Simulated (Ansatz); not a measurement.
## Electronic structure of C2H3MgSi (doublet) in real space

```xyz
7

C     1.6376    0.1658   -0.2848
C     2.0006    1.3309   -0.2691
Mg   -0.7683   -1.4284    1.8477
Si    0.9784   -1.5545   -0.1688
H     2.3346    2.3521   -0.2732
H     0.3921   -1.9047   -1.5028
H     2.1436   -2.4711    0.0499
```

Geometry: B3LYP-D3(BJ)/def2-SVP.

Level of theory: isolated molecule in a Gaussian basis; Kohn-Sham density functional theory, functional PBE0 (Ansatz 0.2.0).

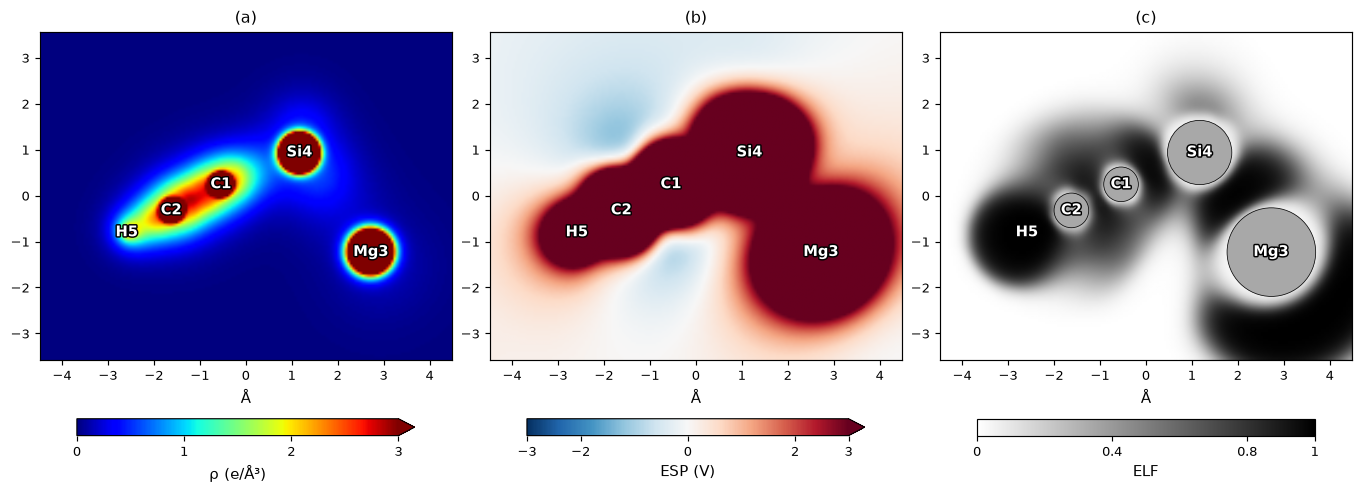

Figure 1. (a) total electron density; (b) molecular electrostatic potential; (c) electron localisation function on the plane of atoms C1, Si4 and Mg3. Grey discs cover the atomic cores in the ELF map.

Question: What do the fields say about this system?

Answer:
- The section cuts through C, Mg, Si and H sites.
- C–C (1.22 Å): the density is about 2.8 e/Å³ at the midpoint; the ELF peaks at about 0.85 between the atoms: a short, multiple covalent bond.
- C–Si (1.85 Å): ρ at the midpoint is about 0.93 e/Å³; the ELF peaks at about 0.95 between the atoms, as expected for a shared electron pair.
- Mg–Si (2.67 Å): the density is about 0.32 e/Å³ at the midpoint; the ELF peaks at about 1 in the valence shell of Si, 1.2 Å from its nucleus, and is about 1 at the midpoint.
- C–H (1.07 Å): ρ at the midpoint is about 2.1 e/Å³; the ELF climbs to about 1 towards the hydrogen, as it does in any bond to H (a covalent bond by its length).
- Outside the dense part of the molecule the potential is most negative (−1.2 V) near C1.

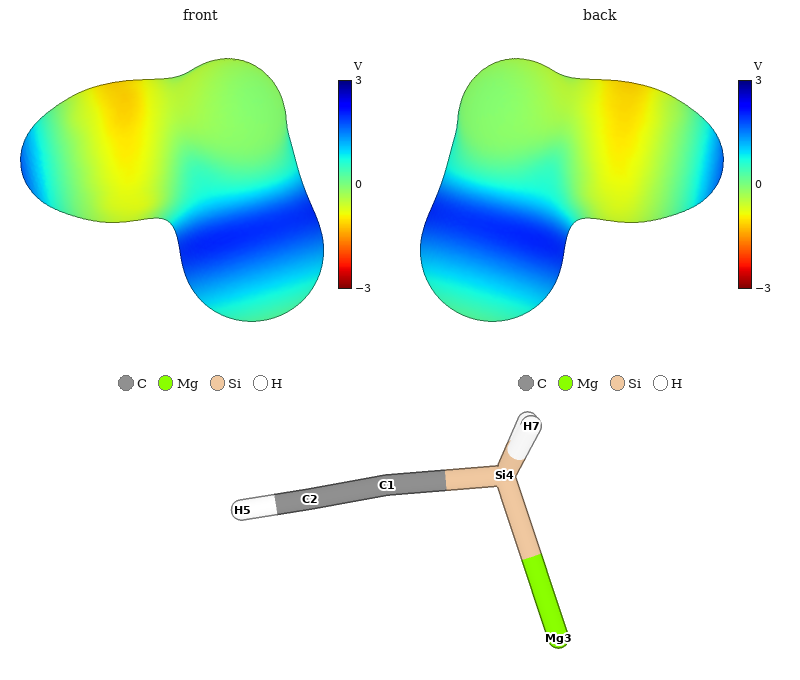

Figure 2. The molecular electrostatic potential painted on the density surface at 0.002 e/bohr³, seen from the front and from behind; the colour scale runs from red (negative) to blue (positive). The bare structure is drawn below in the same view.

Question: Describe the electrostatic potential map.

Answer: The most negative region (about −1.1 V, or −25 kcal/mol for a unit charge) lies over C1 and C2, the most positive (about +2.0 V, or +46 kcal/mol for a unit charge) over Mg3.

Question: How polar is the molecule by this calculation?

Answer: Its dipole moment is 2.12 D.

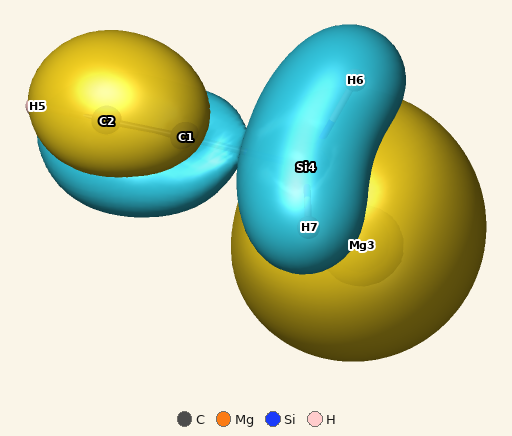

Figure 3. The HOMO (β) at ±0.06 Å⁻³ᐟ² (yellow and cyan are the two phases), seen at an oblique angle.

Question: What is the character of this orbital?

Answer: It lies mainly on Mg3 (about 35 %), Si4 (about 30 %), C2 (about 15 %) and C1 (about 10 %). Its energy is −6.74 eV.
